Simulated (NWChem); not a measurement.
# One shape, several levels: SiPH6S+ (SMILES [PH3+][SiH2]S)

We compute a comparison of 4 runs (HF/STO-3G, HF/3-21G, B3LYP/6-31G*) of SiPH6S+. 

The calculation is run with NWChem 7.3.0.

### 1 Starting point

The species is SiPH6S+ (9 atoms), meant as a singlet with charge +1. As SMILES, `[PH3+][SiH2]S`. The shape is that of a GFN2-xTB optimisation. This is one conformer, not always the lowest.

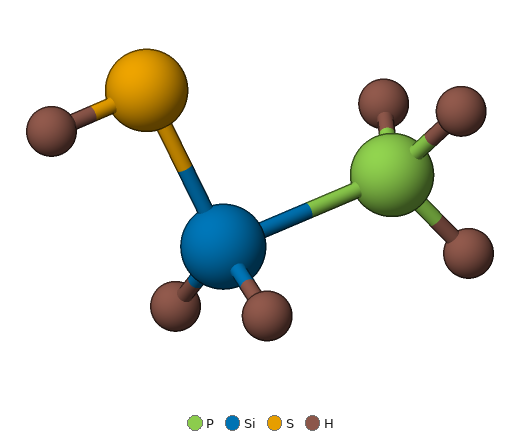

The structure, seen from a chosen angle (phosphorus green, silicon blue, sulfur amber, hydrogen brown).

### 2 Energy and forces at HF/STO-3G (run 1)

Input file mol.nw:

```
start mol
memory total 2200 mb
charge 1

geometry noautosym nocenter noautoz
P    -0.733930    0.813520   -0.883130
Si    0.419800   -0.904130    0.230720
S     0.980510    0.174330    1.969470
H    -1.269800    0.501230   -2.111740
H    -0.034440    1.957110   -1.196030
H    -1.832820    1.359720   -0.259600
H    -0.634640   -1.899180    0.384790
H     1.476970   -1.202260   -0.727890
H     1.628350   -0.800350    2.593400
end

basis spherical bse
* library STO-3G
end

scf
thresh 1e-08
maxiter 80
print medium
end

task scf gradient
```

Started as:

```sh
$ nwchem mol.nw > mol.out
```

Standard output:

```text
[...]
  functions       =    33
[...]
  wavefunction    = RHF
[...]
         Total SCF energy =  -1019.049277949166
      One-electron energy =  -1815.148460777644
      Two-electron energy =    590.616930900229
 Nuclear repulsion energy =    205.482251928248
        Time for solution =      1.3s
[...]
                         RHF ENERGY GRADIENTS
    atom               coordinates                        gradient
                 x          y          z           x          y          z
   1 P      -1.386927   1.537330  -1.668874   -0.000647   0.004529   0.001987
   2 Si      0.793307  -1.708558   0.435998    0.007307  -0.010183   0.007287
   3 S       1.852895   0.329436   3.721759    0.002109  -0.002852   0.002231
   4 H      -2.399574   0.947187  -3.990610   -0.001696   0.005309   0.000104
   5 H      -0.065082   3.698402  -2.260169   -0.006138   0.002537  -0.002746
   6 H      -3.463528   2.569498  -0.490573   -0.000486   0.004408  -0.005739
   7 H      -1.199296  -3.588930   0.727148   -0.014534  -0.009494   0.005233
   8 H       2.791069  -2.271942  -1.375513    0.014907   0.000223  -0.010234
   9 H       3.077135  -1.512442   4.900815   -0.000821   0.005524   0.001876
[...]
```

Run time: 2.6 s. Hardware: 1 thread of AMD EPYC 9R14 (Zen 4), shared host; peak memory 0.096 GiB.

### 3 Energy and forces at HF/3-21G (run 2)

Input file h6pssi.xyz:

```xyz
9

P     -0.733930     0.813520    -0.883130
Si     0.419800    -0.904130     0.230720
S      0.980510     0.174330     1.969470
H     -1.269800     0.501230    -2.111740
H     -0.034440     1.957110    -1.196030
H     -1.832820     1.359720    -0.259600
H     -0.634640    -1.899180     0.384790
H      1.476970    -1.202260    -0.727890
H      1.628350    -0.800350     2.593400
```

Input file run.py:

```python
from ase.io import read
from ase.calculators.nwchem import NWChem

atoms = read('h6pssi.xyz')

calc = NWChem(
    label='h6pssi',
    theory='scf',
    memory='2200 mb',
    basis='3-21G',
    basispar='spherical bse',
    charge=1,
    scf={'nopen': '0', 'rhf': None, 'thresh': '1e-08', 'maxiter': '80'},
)
atoms.calc = calc

forces = atoms.get_forces()
e = atoms.get_potential_energy()
print(f"E = {e:.6f} eV")
print("forces (eV/A):")
for s, f in zip(atoms.symbols, forces):
    print(f"{s:2s} {f[0]:10.5f} {f[1]:10.5f} {f[2]:10.5f}")
print("dipole (e A):", atoms.get_dipole_moment().round(4))
```

Started as:

```sh
$ export ASE_NWCHEM_COMMAND="nwchem PREFIX.nwi > PREFIX.nwo"
$ python run.py
```

Standard output:

```text
E = -27895.933252 eV
forces (eV/A):
P    -0.46650    0.64452   -0.49345
Si   -0.28945   -0.75004   -1.01199
S     0.15026    1.01764    0.92153
H    -0.10876   -0.54559   -0.55634
H     0.72587    0.33810    0.05296
H    -0.44876   -0.05230    0.66730
H    -0.09385   -0.18810   -0.01080
H     0.12357   -0.11637   -0.12737
H     0.40752   -0.34792    0.55814
dipole (e A): [-0.1924 -0.1405 -0.4517]
```

The calculator wrote h6pssi.nwi:

```
title "h6pssi"

permanent_dir h6pssi

scratch_dir h6pssi

start h6pssi

geometry units angstrom nocenter noautosym noautoz
  P  -7.3392999999999997e-01 8.1352000000000002e-01 -8.8312999999999997e-01
  Si 4.1980000000000001e-01 -9.0412999999999999e-01 2.3072000000000001e-01
  S  9.8050999999999999e-01 1.7433000000000001e-01 1.9694700000000001e+00
  H  -1.2698000000000000e+00 5.0122999999999995e-01 -2.1117400000000002e+00
  H  -3.4439999999999998e-02 1.9571099999999999e+00 -1.1960299999999999e+00
  H  -1.8328199999999999e+00 1.3597200000000000e+00 -2.5960000000000000e-01
  H  -6.3463999999999998e-01 -1.8991800000000001e+00 3.8479000000000002e-01
  H  1.4769699999999999e+00 -1.2022600000000001e+00 -7.2789000000000004e-01
  H  1.6283500000000000e+00 -8.0035000000000001e-01 2.5933999999999999e+00
end

charge 1

memory 2200 mb

basis spherical bse noprint
   * library 3-21G
end

scf
  nopen 0
  rhf
  thresh 1e-08
  maxiter 80
end

task scf gradient
```

h6pssi.nwo:

```text
Northwest Computational Chemistry Package (NWChem) 7.3.0
             --------------------------------------------------------

           Job information
           ---------------

    nwchem branch   = 7.3.0
    use scalapack   = T
    input           = h6pssi.nwi
    prefix          = h6pssi.
    data base       = h6pssi/h6pssi.db
    status          = startup
    nproc           =        1

           Memory information
           ------------------

[... 5 lines left out ...]
    hardfail = no
[... 138 lines left out ...]
         Quadratically convergent ROHF
[... 14 lines left out ...]
       Final RHF  results
[... 4 lines left out ...]
      Two-electron energy =    587.631747970561
[... 44 lines left out ...]
                       ROHF Final Molecular Orbital Analysis
[... 252 lines left out ...]
                 ----------------------------------------
                 |  Time  |  1-e(secs)   |  2-e(secs)   |
                 ----------------------------------------
                 |  CPU   |       0.00   |       0.73   |
                 ----------------------------------------
                 |  WALL  |       0.00   |       0.73   |
                 ----------------------------------------

 Task  times  cpu:        2.4s     wall:        2.4s
 Total times  cpu:        2.5s     wall:        2.5s
```

Run time: 3.9 s. Hardware: 1 thread of AMD EPYC 9R14 (Zen 4), shared host; peak memory 0.096 GiB.

Run 3 isn't shown in full; the table further down has it.

### 4 Energy and forces at B3LYP/6-31G(d) (Cartesian functions) (run 4)

Input file h6pssi.nw:

```
echo
start h6pssi
title "H6PSSi"
memory stack 880 mb heap 220 mb global 1100 mb
charge 1

geometry units atomic noautosym nocenter noautoz
  P   -1.38692669   1.53733000  -1.66887383
  Si   0.79330703  -1.70855808   0.43599761
  S    1.85289536   0.32943596   3.72175891
  H   -2.39957423   0.94718743  -3.99061025
  H   -0.06508217   3.69840190  -2.26016914
  H   -3.46352784   2.56949841  -0.49057290
  H   -1.19929579  -3.58893006   0.72714772
  H    2.79106879  -2.27194213  -1.37551275
  H    3.07713554  -1.51244230   4.90081573
end

basis cartesian
  * library 6-31G*
end

dft
  xc b3lyp
  grid xfine
  convergence energy 1e-08
  maxiter 100
  mulliken
end

task dft gradient
```

Started as:

```sh
$ nwchem h6pssi.nw > h6pssi.out
```

Standard output:

```text
[...]
          Wavefunction type:  closed shell.
          No. of atoms     :     9
          No. of electrons :    50
[...]
          Charge           :     1
          Spin multiplicity:     1
[...]
          AO basis - number of functions:    69
[...]
              XC Information
              --------------
                         B3LYP Method XC Potential
                     Hartree-Fock (Exact) Exchange  0.200
                        Slater Exchange Functional  0.800 local
                    Becke 1988 Exchange Functional  0.720 non-local
              Lee-Yang-Parr Correlation Functional  0.810
                  VWN I RPA Correlation Functional  0.190 local
[...]
 d= 0,ls=0.0,diis     1  -1032.2778111435 -1.24D+03  2.68D-02  1.42D+00     3.0
[...]
 d= 0,ls=0.0,diis     8  -1032.3866457363 -2.80D-09  3.68D-06  3.87D-08    18.1
         Total DFT energy =    -1032.386645736303
      One electron energy =    -1825.373004971419
           Coulomb energy =      659.401419301969
    Exchange-Corr. energy =      -71.897297198967
 Nuclear repulsion energy =      205.482237132114
[...]
      Total Density - Mulliken Population Analysis
     ---------------------------------------------
    Atom       Charge   Shell Charges
 -----------   ------   -------------------------------------------------------
    1 P   15    14.94   2.00  1.99  5.97  1.21  2.65  0.42  0.58  0.11
    2 Si  14    13.57   2.00  1.99  5.96  1.10  1.91  0.21  0.23  0.16
    3 S   16    16.17   2.00  1.99  5.97  1.41  3.11  0.52  1.15  0.02
    4 H    1     0.86   0.51  0.35
    5 H    1     0.85   0.51  0.35
    6 H    1     0.85   0.51  0.35
    7 H    1     0.97   0.51  0.47
    8 H    1     0.97   0.51  0.47
    9 H    1     0.82   0.50  0.32
[...]
  wavefunction    = closed shell
[...]
```

It took 27 s on 1 thread of AMD EPYC 9R14 (Zen 4), shared host; peak memory 0.14 GiB.

### 5 The series

```
run                               level  iteration cap  module   energy (Eh)  HOMO energy (eV)  LUMO energy (eV)  HOMO–LUMO gap (eV)  wall time
  1                           HF/STO-3G             80     scf  -1019.049278            -12.35              2.19               14.54      2.6 s
  2                            HF/3-21G             80     scf  -1025.156647            -15.23             -2.74               12.49      3.9 s
  3  B3LYP/6-31G* (spherical functions)            100     dft  -1032.379576                 –                 –                   –       26 s
  4  B3LYP/6-31G* (Cartesian functions)            100     dft  -1032.386646            -11.90             -6.00                5.89       27 s
```

### 6 Results

| quantity | value |
| --- | --- |
| run 4: total energy | -1032.38665 Eh |
| run 4: HOMO energy | -11.90 eV |
| run 4: LUMO energy | -6.00 eV |
| run 4: HOMO–LUMO gap | 5.89 eV |
| run 4: largest force on an atom | 0.829 eV/Å |

**Reading.** Over runs 1, 2, 4 the HOMO–LUMO gap runs from 5.89 eV (B3LYP/6-31G*) to 14.54 eV (HF/STO-3G). The two ends differ in method and basis. In run 1 the basis is minimal, so the values are rough. All runs together took 60 s, the longest 27 s.
